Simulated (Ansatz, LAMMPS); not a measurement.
# A frame of liquid (Cs,Na,K)(Cl,F) from 1300 K (64 atoms): geometry optimisation, part 4 of 4

How does a frame of liquid (Cs,Na,K)(Cl,F) from 1300 K (64 atoms) relax, and what do bonds, charges and levels look like afterwards?

Ansatz 0.2.0; Kohn-Sham DFT, RPBE, PAW (set soft_2), plane waves.

The cell: 8 Cs, 18 Na, 6 K, 9 Cl and 23 F. The starting topology of bonds comes from the classical model. The ion parameters were fitted for water, not for melts. Only the Γ point is sampled, in a cell whose shortest periodic width is 12 Å. Spin–orbit coupling is left out.

So far, density (g/cm³): step 5 (structure statistics after relaxation) 2.23.

## Step 6: Single point at the relaxed geometry (continued)

States in the cell by windows of 1 eV, zero at the Fermi level; the larger projections on atomic orbitals stand beside the total:

| from (eV) | to (eV) | total | F p | Cl p | Cs p | Cl s | K p |
| --- | --- | --- | --- | --- | --- | --- | --- |
| -18 | -13 | 0.0 | 0.0 | 0.0 | 0.0 | 0.0 | 0.0 |
| -13 | -12 | 13.5 | 0.0 | 0.0 | 0.0 | 12.4 | 0.4 |
| -12 | -11 | 20.5 | 0.1 | 0.0 | 0.0 | 4.4 | 15.8 |
| -11 | -10 | 20.0 | 0.1 | 0.0 | 0.0 | 0.3 | 19.5 |
| -10 | -7 | 0.0 | 0.0 | 0.0 | 0.0 | 0.0 | 0.0 |
| -7 | -6 | 18.2 | 0.2 | 0.1 | 17.8 | 0.0 | 0.0 |
| -6 | -5 | 29.8 | 0.4 | 0.1 | 29.0 | 0.0 | 0.0 |
| -5 | -2 | 0.0 | 0.0 | 0.0 | 0.0 | 0.0 | 0.0 |
| -2 | -1 | 35.5 | 31.1 | 2.5 | 0.1 | 0.0 | 0.0 |
| -1 | 0 | 154.9 | 102.3 | 48.0 | 0.8 | 0.0 | 0.1 |
| 0 | 1 | 1.6 | 0.2 | 1.4 | 0.0 | 0.0 | 0.0 |
| 1 | 4 | 0.0 | 0.0 | 0.0 | 0.0 | 0.0 | 0.0 |
| 4 | 5 | 2.0 | 0.0 | 0.0 | 0.0 | 0.1 | 0.0 |

With fixed occupations the program's Fermi level is the highest filled level; weight inside the gap is the broadening of levels at its edges.

Between -26 and -18 eV lie 170 more states.

About 50 of the 512 electrons lie in deeper levels, below the stored range.

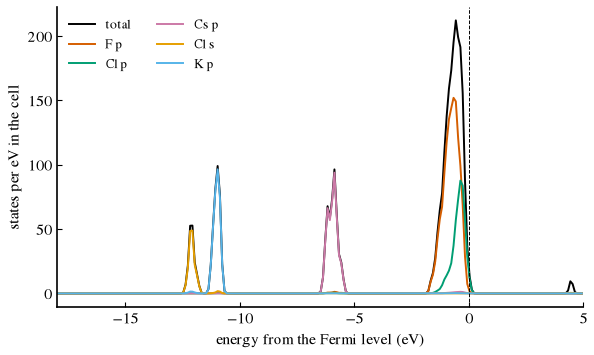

Total and projected density of states, with the broadening of the input.

The levels nearest the highest filled one (over half full), pooled over k-points and spins:

| level less the highest filled one (eV) | occupation |
| --- | --- |
| -0.206 | 2 |
| -0.202 | 2 |
| -0.164 | 2 |
| -0.130 | 2 |
| -0.119 | 2 |
| 0 | 2 |
| 4.46 | 0 |
| 5.53 | 0 |
| 5.62 | 0 |
| 5.78 | 0 |
| 5.82 | 0 |
| 5.97 | 0 |

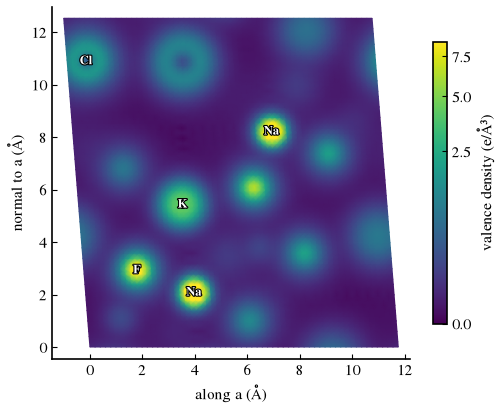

Valence density in the ac plane at fractional y = 0.804, with atoms of Na and K and Cl and F within 0.2 Å of it. It is the smooth field of the valence electrons, not physical close to the nuclei. The colour scale is stretched toward low values.

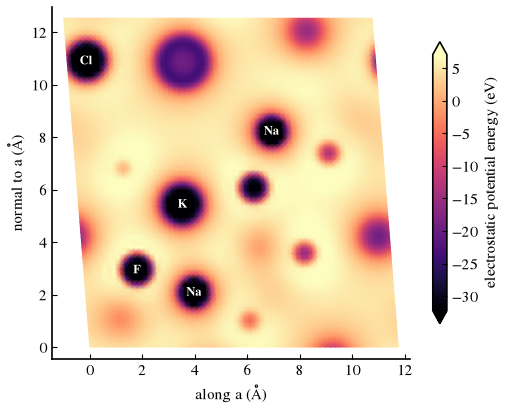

Electrostatic potential energy in the ac plane at fractional y = 0.804, with atoms of Na and K and Cl and F within 0.2 Å of it. With pseudopotentials it is smooth inside the atoms' cores, unlike the true potential.

Mean Löwdin charges: Cl -0.72, Cs +0.90, F -0.79, K +0.84, Na +0.79 e (they miss 0.38 % of the electrons, so they add up to more than the cell's charge).

A closer look about Cl35, which has 4 bonded neighbours where the commonest count for Cl is 5: 14 atoms, nearest first, numbered in the order of the input, with positions taken from that point.

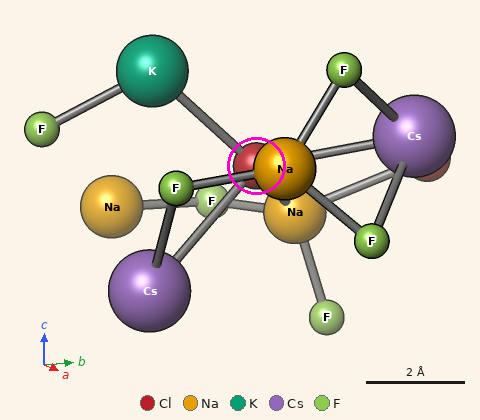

The atoms of the table, within 4.5 Å (arrows a, b, c point along x, y, z); some may hide others; the central atom is ringed.

| atom | x | y | z | distance (Å) | bonds | Löwdin charge (e) |
| --- | --- | --- | --- | --- | --- | --- |
| Cl35 | 0.00 | 0.00 | 0.00 | 0.00 | 4 | -0.73 |
| Na20 | -1.78 | 1.55 | -1.35 | 2.72 | 4 | 0.78 |
| K28 | -0.10 | -2.25 | 2.09 | 3.07 | 4 | 0.82 |
| Na11 | 3.30 | -0.67 | 0.51 | 3.40 | 3 | 0.79 |
| Cs3 | 2.04 | 2.67 | 0.78 | 3.45 | 6 | 0.90 |
| Cs8 | 0.62 | -2.59 | -2.34 | 3.54 | 5 | 0.91 |
| F51 | 2.76 | -2.84 | 0.15 | 3.96 | 4 | -0.80 |
| F44 | -3.75 | 0.50 | -1.36 | 4.02 | 4 | -0.78 |
| Na24 | -3.55 | -1.79 | -1.30 | 4.18 | 4 | 0.81 |
| F63 | 3.98 | 0.98 | -0.99 | 4.22 | 4 | -0.79 |
| F58 | 3.38 | 0.61 | 2.49 | 4.24 | 4 | -0.79 |
| Cl40 | -1.14 | 4.20 | -0.29 | 4.36 | 6 | -0.71 |
| F57 | -1.57 | 2.16 | -3.53 | 4.43 | 4 | -0.78 |
| F45 | -1.15 | -4.27 | 0.84 | 4.50 | 4 | -0.79 |

The column of bonds counts only the pairs F-Na within 2.68 Å, F-Cs within 3.52 Å, F-K within 3.27 Å, Na-Cl within 3.18 Å, Cl-Cs within 4.33 Å, Cl-K within 3.57 Å; other neighbours, such as metal atoms beside each other in a compound, aren't counted, and periodic images can show an atom twice.

## Step 7: Results

| Property | Result |
| --- | --- |
| energy change in the relaxation | -151.1 meV/atom |
| r.m.s. displacement | 1.131 Å |
| largest displacement | 2.185 Å |
| free energy per atom | -1718.3994 eV/atom |
| pressure | 0.01848 GPa |
| r.m.s. force component | 0.00993 eV/Å |
| gap (highest filled to lowest empty level) | 4.462 eV |
| wall time of the 3 DFT runs | 11 min |

**Reading.** Relaxation lowers the energy by 151 meV/atom and moves atoms by 1.1 Å r.m.s.; the r.m.s. force component goes from 0.37 to 0.0099 eV/Å, the pressure goes from -0.11 to 0.018 GPa, and the gap from 3.36 to 4.46 eV. Displacements are taken in the final cell, so they leave out its strain. By the final cutoffs 28 of 131 bonded pairs parted and 39 joined. The cell shrank by 1.2 % in volume. From the first step to the last the energy fell by 9.673 eV, across changes of basis, and the largest move was 2.18 Å (Cl41). The Cl-K bonds go from 3.039 Å (spread 0.196) to 3.171 Å (spread 0.129). Counting bonds as in the table, 44 % of Cl atoms have 5, 62 % of Cs atoms have 5, 78 % of F atoms have 4 and 67 % of K atoms have 4 bonded neighbours. Between filled and empty levels lie 4.46 eV (at Γ alone); a semilocal functional tends to put such gaps too low. In a disordered cell it changes from sample to sample and from frame to frame.

**Limits.** The network of bonds at the start is that of the classical potential that made the cell; in DFT 28 of its 131 bonded pairs passed out of the cutoffs and 39 came within them.

[Hosts, paths, dates, database ids (printed as entryN), source tags and the programs' standing remarks are cut or masked in the printed files.]
